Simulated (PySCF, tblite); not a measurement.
# C₃H₈BO₂ radical: geometry, infrared bands and EPR parameters

Wanted: the infrared bands and EPR parameters of C₃H₈BO₂ radical (`C[C](C)B(O)O`), by calculation.

Programs: tblite 0.8.0 and PySCF 2.14.0, with density-fitted response routines of our own. Each step states its level of theory. These are calculated values for one molecule in the gas phase, unless marked as measured. Atoms are numbered from 0 throughout.

**1. Starting geometry**

14 atoms, charge 0, multiplicity 2; geometry from: force field or distance geometry start.

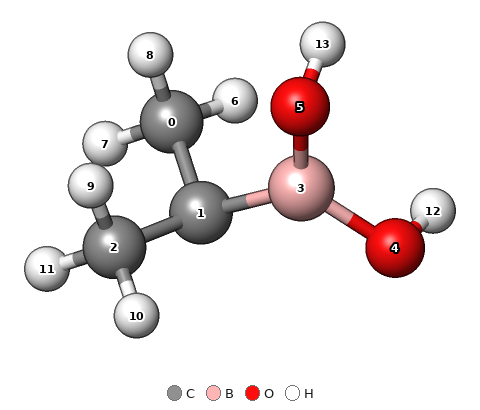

The starting geometry (carbon grey, boron pink, oxygen red, hydrogen white), atoms numbered.

**2. Geometry optimisation with GFN2-xTB**

Job settings and geometry (Å):

```
{"job": {"kind": "relax", "xc": "GFN2-xTB", "basis": "xTB"}, "charge": 0, "multiplicity": 2}
C     -1.122000    -0.961700    -0.285800
C     -0.449900     0.250500     0.350500
C     -0.650700     1.515700    -0.455100
B      1.110700    -0.024500     0.598400
O      1.638800    -0.037700     1.975400
O      2.004200    -0.263000    -0.525800
H     -0.997200    -1.857000     0.347400
H     -2.213500    -0.760200    -0.376200
H     -0.706300    -1.163100    -1.293600
H     -0.222200     1.415900    -1.469100
H     -0.198300     2.385800     0.054200
H     -1.750600     1.719500    -0.557200
H      1.554700    -0.976200     2.274800
H      2.001600    -1.244400    -0.660100
```

Run with:

```console
$ OMP_NUM_THREADS=1 python probes_run.py task.json out
```

This one command runs all jobs of the session in turn.

**Question.** This job is followed by: GFN2-xTB harmonic vibrations, gas phase; UKS B3LYP, pcH-1 on B C H O, non-relativistic, mean-field spin-orbit, GIAO. What will the session give for the following? strongest single infrared mode (GFN2-xTB); zero-point energy (GFN2-xTB); g(iso) (B3LYP); ⟨S²⟩; largest a(iso) (averaged by class); potential on the surface of density 0.002 e/bohr³, 1st and 99th percentile.

The runs gave:

| quantity | value |
| --- | --- |
| strongest single infrared mode (GFN2-xTB) | 1191 cm⁻¹, 479 km/mol |
| zero-point energy (GFN2-xTB) | 69.5 kcal/mol |
| g(iso) (B3LYP) | 2.00287 |
| ⟨S²⟩ | 0.753 (exact 0.75) |
| largest a(iso) (averaged by class) | 1H on H6, H7, H8, H9, H10, H11, 63.8 MHz |
| potential on the surface of density 0.002 e/bohr³, 1st and 99th percentile | -1.33 V and 2.83 V |

In words: The optimisation took 137 steps and gained 2.076 eV; among the close pairs (by a distance rule), B3–O4 changed most, from 1.475 to 1.374 Å. No mode is imaginary among the 36: a minimum at this level. The strongest single mode, at 1191 cm⁻¹, moves mainly B3. Unscaled tight-binding wavenumbers are off by several per cent, some by more. Its intensities can rank the bands wrongly. Most of the unpaired spin sits on C1 (0.89 e). The isotropic g lies 0.5 ppt above the free-electron value. The conformer search found further structures of the same energy, which may be mirror or relabelled copies of this one.
